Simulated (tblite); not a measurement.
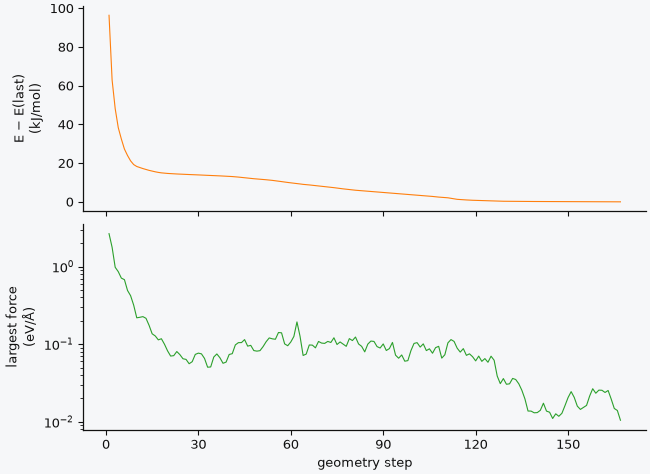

History of a geometry optimisation. C$_{5}$H$_{13}$PSi (SMILES C[C@@H]1CC[C@@H]([SiH3])P1); tblite 0.8.0, GFN2-xTB geometry optimisation, gas phase.

The optimisation met its thresholds at geometry 167, counting the start as the first. The energy fell by about 96 kJ/mol from the first step to the last. The largest force goes from about 2.7 eV/Å at the start to 0.01 eV/Å at the end.
